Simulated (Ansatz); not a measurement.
## Computed scan of one atom of the cell: Al2Cu (Al2Cu type, space group I4/mcm)

Starting cell, Al2Cu (Al2Cu type, space group I4/mcm):

```xyz
6
Lattice="-3.0297 3.0297 2.4372 3.0297 -3.0297 2.4372 3.0297 3.0297 -2.4372" Properties=species:S:1:pos:R:3 pbc="T T T"
Al     3.9888     0.9591     0.0000
Al     0.9591     2.0707     0.0000
Al     2.0707     0.9591     2.4372
Al    -0.9591     2.0707     2.4372
Cu     0.0000     0.0000     3.6559
Cu     0.0000     0.0000     1.2186
```

In each cell atom 2 (Al, nearest neighbour Cu at 2.587 Å; its periodic images, 4.9 Å or more away, move with it) moves by s·(0.707, 0.707, 0.000) (along Cartesian [110]), the rest being held.

Level of theory: PBE (plane waves to 420 eV, PAW, scalar-relativistic; Ansatz, a first-principles code). k mesh 10×10×10 (Γ-centred), Fermi-Dirac smearing 0.05 eV. Energies are smeared free energies. Stress and pressure are positive under compression. With partly filled bands, energies and forces of such displacements shift with the k mesh and the smearing. Al2Cu is run without spin polarisation. Al2Cu was relaxed with its symmetry unable to fall. The zero of ΔE is the undisplaced structure.

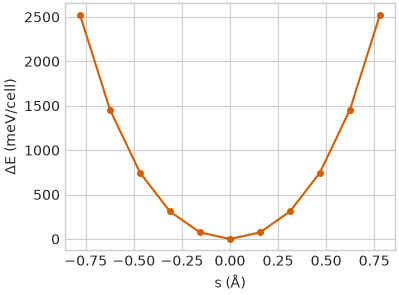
ΔE (meV/cell) against s (Å); computed points joined by lines.

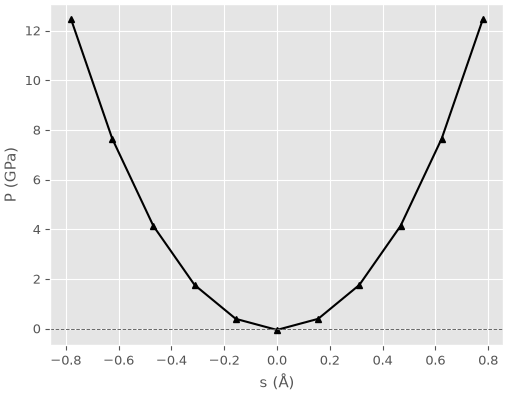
P (GPa) against s (Å); markers are the computed points, lines only join them.

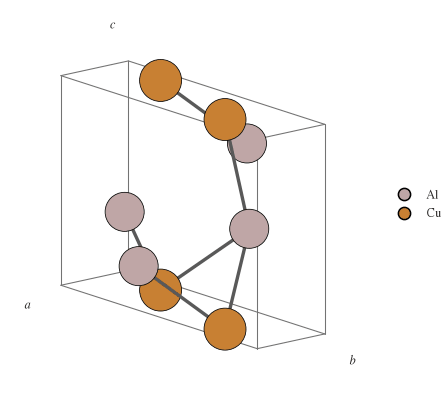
Figure. The cell of the calculation at s = -0.780 Å.

The force constant k = d²E/ds² at s = 0 (finite differences) is 5.98 eV/Å² and the energy at s = 0.780 Å comes out as 2526 meV/cell. Harmonic estimate at the end of the scan: ½ks² = 1818 meV/cell against the computed 2526 meV/cell, so the well is stiffer than harmonic there. Shape of the curve: a single well with its minimum at or next to zero displacement. Symmetry of the curve: even: the same for both signs.

The forces along the line at the two nearest points give (0.962 − (-0.962)) / (2·0.156) = 6.17 eV/Å²; the next pair corrects for the finite step.

(For displaced atoms, the force is minus the slope of the energy, and its curvature is a force constant, which sets phonon frequencies.)
